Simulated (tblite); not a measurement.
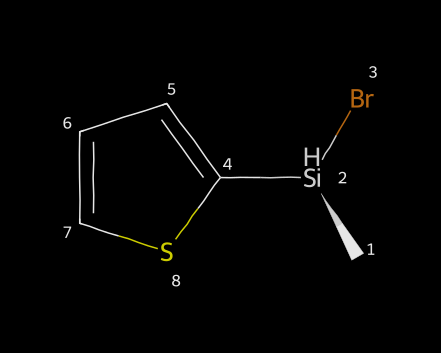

A structural formula, with wedges where it has stereocentres; small numbers name the atoms. The configuration is that of a computed structure (GFN2-xTB).

What are the Cahn–Ingold–Prelog descriptors?

Si2: S.

Give a SMILES with the stereochemistry.

C[Si@H](Br)c1cccs1
